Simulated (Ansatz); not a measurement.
**C9H8: a changed input and its effect**

System: C9H8, SMILES C1=Cc2ccccc2C1.
Method of run A: RKS PBE-D4/def2-TZVPP (Ansatz 0.2.0).

The geometry comes from this level: PBE0-D4/def2-TZVP. Text and figures count atoms from 1; the logs count them from 0 in places.

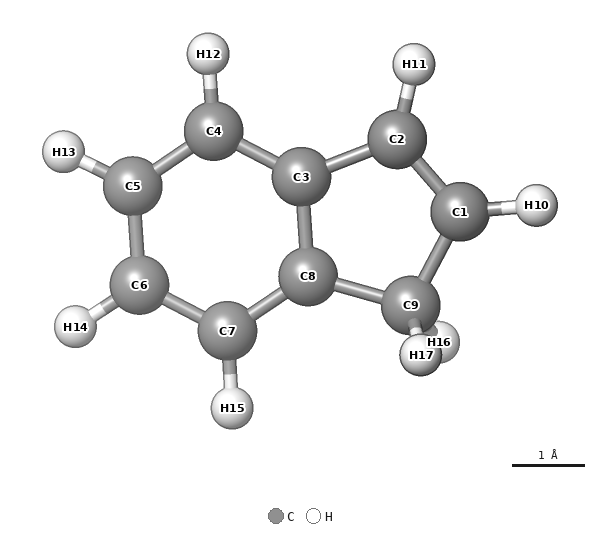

Fig. 1: The input geometry (ball-and-stick view, seen at a tilt; atoms are numbered from 1 in the order of the input). Bond lengths as drawn: C–C 1.34 to 1.50 Å and C–H 1.08 to 1.10 Å.

**The input, run A**
```yaml
crystal:
  periodic: [false, false, false]
  atoms:
    - {symbol: C, position_ang: [0.626607, -1.381265, 1.839386]}
    - {symbol: C, position_ang: [1.313202, -1.314184, 0.690679]}
    - {symbol: C, position_ang: [0.659414, -0.378882, -0.215350]}
    - {symbol: C, position_ang: [0.980566, 0.027129, -1.502651]}
    - {symbol: C, position_ang: [0.157587, 0.950000, -2.133757]}
    - {symbol: C, position_ang: [-0.965392, 1.458076, -1.491223]}
    - {symbol: C, position_ang: [-1.288673, 1.051774, -0.200245]}
    - {symbol: C, position_ang: [-0.474022, 0.134471, 0.431998]}
    - {symbol: C, position_ang: [-0.567871, -0.477900, 1.796350]}
    - {symbol: H, position_ang: [0.878369, -1.994329, 2.694597]}
    - {symbol: H, position_ang: [2.216092, -1.864032, 0.456922]}
    - {symbol: H, position_ang: [1.855731, -0.366554, -2.007935]}
    - {symbol: H, position_ang: [0.392140, 1.279382, -3.139681]}
    - {symbol: H, position_ang: [-1.594998, 2.177871, -2.001607]}
    - {symbol: H, position_ang: [-2.166951, 1.452884, 0.294862]}
    - {symbol: H, position_ang: [-1.503770, -1.032141, 1.936902]}
    - {symbol: H, position_ang: [-0.537032, 0.277301, 2.591054]}
basis:
  gaussian: {orbitals: def2-TZVPP}
hamiltonian: {xc: pbe, dispersion: d4}
output: {forces: true, orbitals: {seedname: orbitals}}
```

Command:
```bash
ansatz run in.yaml --threads 2 --pin off --events-out ev --progress --plain --max-ram 32768MiB --backend cuda --devices 0, --max-vram 18GiB
```

Hardware: 2 CPU threads, shared host.

**Output (run A)**
```
Functional definition: PBE
  parameter kappa = 0.804
  parameter beta = 0.06672455060314922
  exchange = pbe_x(kappa = kappa, mu = beta*pi^2/3)
  correlation = pbe_c(beta = beta)
2092 factors; their error is unknown
mean field evaluation 1: about -9433.5102 eV, gradient 8.9e1 eV
mean field evaluation 2: about -9397.6246 eV, gradient 1.5e2 eV
mean field evaluation 4: about -9452.8707 eV, gradient 2.2e1 eV
mean field evaluation 8: about -9454.0735 eV, gradient 3.4e-1 eV
mean field evaluation 16: about -9454.0240 eV, gradient 3.9e-3 eV
mean field -9454.02395863 eV, -347.4289723122 hartree, gradient 7.5e-5 eV, S^2 0.000000; 0 other end points of the search recorded, 0 dependent functions left out
the calculation of the forces begins
reference -9454.02400990 eV, -347.4289741964 hartree; 31, 31 occupied and 360, 360 virtual orbitals, 2092 factors
Total energy: -9454.54509891 eV, -347.4481238639 hartree
Atom 0 at     0.626607    -1.381265     1.839386 Å, force    -0.181313    -0.083417     0.436066 eV/Å
Atom 1 at     1.313202    -1.314184     0.690679 Å, force     0.224107     0.030932    -0.394279 eV/Å
Atom 2 at     0.659414    -0.378882    -0.215350 Å, force     0.246832    -0.218994     0.073511 eV/Å
Atom 3 at     0.980566     0.027129    -1.502651 Å, force     0.181154    -0.062316    -0.142831 eV/Å
Atom 4 at     0.157587     0.950000    -2.133757 Å, force     0.062219     0.060683    -0.213373 eV/Å
Atom 5 at    -0.965392     1.458076    -1.491223 Å, force    -0.140572     0.158326    -0.109374 eV/Å
Atom 6 at    -1.288673     1.051774    -0.200245 Å, force    -0.183613     0.082531     0.106510 eV/Å
Atom 7 at    -0.474022     0.134471     0.431998 Å, force    -0.155691     0.009056     0.211560 eV/Å
Atom 8 at    -0.567871    -0.477900     1.796350 Å, force     0.009220    -0.013187     0.012734 eV/Å
Atom 9 at     0.878369    -1.994329     2.694597 Å, force     0.047072    -0.130063     0.190363 eV/Å
Atom 10 at     2.216092    -1.864032     0.456922 Å, force     0.198362    -0.116654    -0.059200 eV/Å
Atom 11 at     1.855731    -0.366554    -2.007935 Å, force     0.193354    -0.088090    -0.109351 eV/Å
Atom 12 at     0.392140     1.279382    -3.139681 Å, force     0.051413     0.073347    -0.222831 eV/Å
Atom 13 at    -1.594998     2.177871    -2.001607 Å, force    -0.139132     0.159175    -0.112900 eV/Å
Atom 14 at    -2.166951     1.452884     0.294862 Å, force    -0.194178     0.088634     0.109253 eV/Å
Atom 15 at    -1.503770    -1.032141     1.936902 Å, force    -0.199441    -0.096613     0.051145 eV/Å
Atom 16 at    -0.537032     0.277301     2.591054 Å, force    -0.019794     0.146651     0.172995 eV/Å
Dipole moment:    -0.046556    -0.038545     0.145959 e Å
```

The input of run B differs as follows (lines with − go, lines with + come):
```diff
-hamiltonian: {xc: pbe, dispersion: d4}
+hamiltonian: {xc: r2scan, dispersion: d4}
```

Predict how the results change.

The total energies belong to different models, so their difference says nothing on which is more stable or more accurate. The largest force goes from 0.480 to 0.297 eV/Å. The HOMO goes from −5.40 to −5.53 eV. The LUMO goes from −1.55 to −1.39 eV.

**Output (run B)**
```
Functional definition: r2SCAN
  parameter k0 = 0.174
  parameter k1 = 0.065
  parameter a1 = 4.9479
  exchange = r2scan_x(k0 = k0, k1 = k1, a1 = a1)
  correlation = r2scan_c
2092 factors; their error is unknown
mean field evaluation 1: about -9444.1587 eV, gradient 8.2e1 eV
mean field evaluation 2: about -9429.7375 eV, gradient 1.1e2 eV
mean field evaluation 4: about -9460.5153 eV, gradient 1.3e1 eV
mean field evaluation 8: about -9460.9846 eV, gradient 4.6e-1 eV
mean field evaluation 16: about -9460.9201 eV, gradient 9.6e-3 eV
mean field -9460.92007882 eV, -347.6824000546 hartree, gradient 4.0e-5 eV, S^2 0.000000; 0 other end points of the search recorded, 0 dependent functions left out
the calculation of the forces begins
reference -9460.92009279 eV, -347.6824005681 hartree; 31, 31 occupied and 360, 360 virtual orbitals, 2092 factors
Total energy: -9461.05689033 eV, -347.6874277851 hartree
Atom 0 at     0.626607    -1.381265     1.839386 Å, force    -0.035219    -0.109986     0.273488 eV/Å
Atom 1 at     1.313202    -1.314184     0.690679 Å, force     0.159883    -0.010951    -0.215671 eV/Å
Atom 2 at     0.659414    -0.378882    -0.215350 Å, force     0.145235    -0.128396     0.042278 eV/Å
Atom 3 at     0.980566     0.027129    -1.502651 Å, force     0.148482    -0.052518    -0.114153 eV/Å
Atom 4 at     0.157587     0.950000    -2.133757 Å, force     0.044445     0.052034    -0.169785 eV/Å
Atom 5 at    -0.965392     1.458076    -1.491223 Å, force    -0.106159     0.128998    -0.101549 eV/Å
Atom 6 at    -1.288673     1.051774    -0.200245 Å, force    -0.138720     0.050191     0.104945 eV/Å
Atom 7 at    -0.474022     0.134471     0.431998 Å, force    -0.104368     0.045605     0.062541 eV/Å
Atom 8 at    -0.567871    -0.477900     1.796350 Å, force    -0.070221     0.006231     0.091302 eV/Å
Atom 9 at     0.878369    -1.994329     2.694597 Å, force    -0.008770     0.005460     0.001569 eV/Å
Atom 10 at     2.216092    -1.864032     0.456922 Å, force     0.000101     0.003580    -0.006840 eV/Å
Atom 11 at     1.855731    -0.366554    -2.007935 Å, force     0.006298    -0.004409    -0.000420 eV/Å
Atom 12 at     0.392140     1.279382    -3.139681 Å, force    -0.000160     0.001106    -0.002020 eV/Å
Atom 13 at    -1.594998     2.177871    -2.001607 Å, force    -0.000985     0.001284    -0.000996 eV/Å
Atom 14 at    -2.166951     1.452884     0.294862 Å, force    -0.007388     0.002186     0.006223 eV/Å
Atom 15 at    -1.503770    -1.032141     1.936902 Å, force    -0.011674     0.010999     0.017475 eV/Å
Atom 16 at    -0.537032     0.277301     2.591054 Å, force    -0.020782    -0.001414     0.011610 eV/Å
Dipole moment:    -0.046990    -0.040271     0.150056 e Å
```

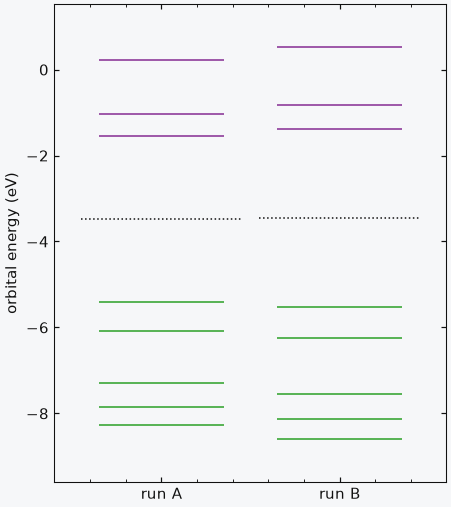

Fig. 2: The five highest filled and three lowest empty orbital energies of the two runs; the dotted lines part filled from empty levels. The HOMO–LUMO gap is 3.86 eV in run A and 4.14 eV in run B.

**The two runs side by side**

| quantity | run A | run B |
| --- | --- | --- |
| outcome | converged | converged |
| total energy (hartree) | −347.448124 | −347.687428 |
| HOMO (eV) | −5.40 | −5.53 |
| LUMO (eV) | −1.55 | −1.39 |
| dipole moment (D) | 0.76 | 0.78 |
| largest force (eV/Å) | 0.480 | 0.297 |
| basis functions | 391 | 391 |
| wall time (shared host) | 7.5 s | 10 s |
